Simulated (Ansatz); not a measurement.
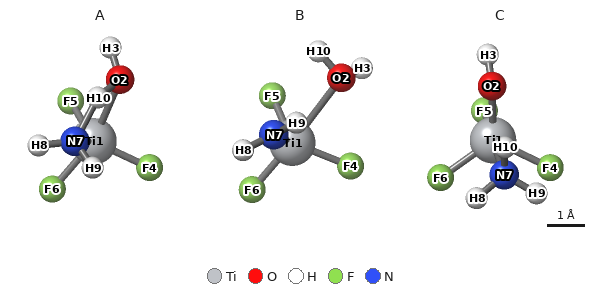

3 geometries from a converged minimum-energy path of TiNH4OF3, shuffled. Style: ball-and-stick. Shown from a free direction.

All numbers below come from RKS PBE0/def2-SVP (Ansatz). Run with 5 movable images; climbing image; force threshold 0.05 eV/Å; iteration limit 60; starting path through a guess of the saddle point.

Q: Which frame is the top of the path?

A: A. In order along the path, whose images run from 0 to 6: C (image 0, 0.00 eV), A (image 3, +1.28 eV), B (image 5, +0.91 eV). A hydrogen atom shifts from one atom to another. Breaking: N7–H10 (1.02 → 1.36 at the top → 3.32 Å). Forming: O2–H10 (2.45 → 1.14 at the top → 0.97 Å).
